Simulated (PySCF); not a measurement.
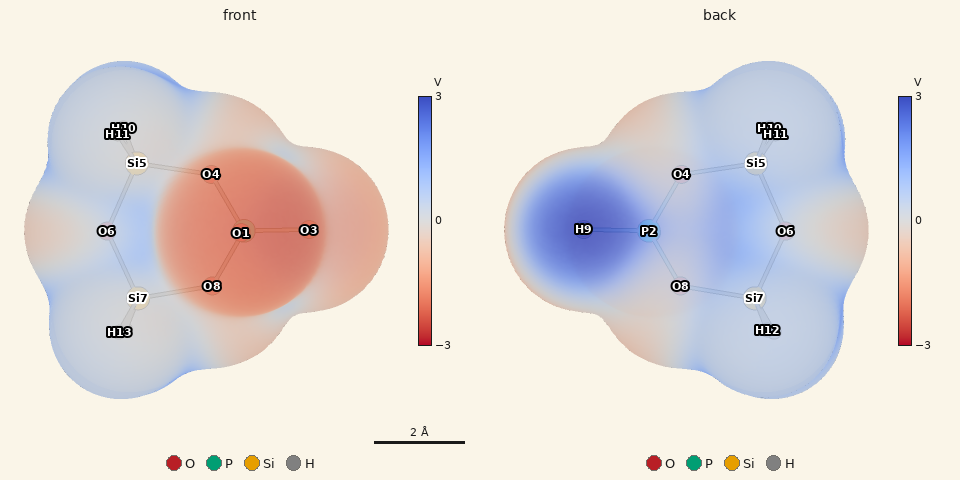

Figure 1: H₅O₅PSi₂ (SMILES O=P1(O)O[SiH2]O[SiH2]O1). The electrostatic potential painted on the density surface at 0.001 e/bohr³, seen from the front and from behind; red is negative and blue positive.

Geometry: PBE0-D3(BJ)/def2-SVP.

These are results of PBE0/pcSseg-1, SCF density, gas phase, non-relativistic in PySCF, not measurements.

```
atom    x (Å)    y (Å)    z (Å)
   O   1.1872  -0.8164  -1.9372
   P  -0.1287  -0.5975  -1.3269
   O  -1.3727  -1.0449  -2.2118
   O  -0.4695   0.9350  -0.9366
  Si   0.3046   1.8018   0.2887
   O   0.6282   0.6851   1.4756
  Si   0.3974  -0.9595   1.5319
   O  -0.3796  -1.3484   0.0845
   H  -2.2228  -0.9068  -1.7756
   H  -0.6658   2.8135   0.7666
   H   1.5659   2.3987  -0.2072
   H  -0.5352  -1.3236   2.6237
   H   1.7012  -1.6544   1.6317
```

**Where is the surface potential most negative and most positive?**

The most negative region (about −1.9 V) lies over O1, the most positive (about +2.6 V) over H9. O1 is the likeliest acceptor of a hydrogen bond.

**How polar is the molecule by this calculation?**

Its dipole moment is 4.50 D.
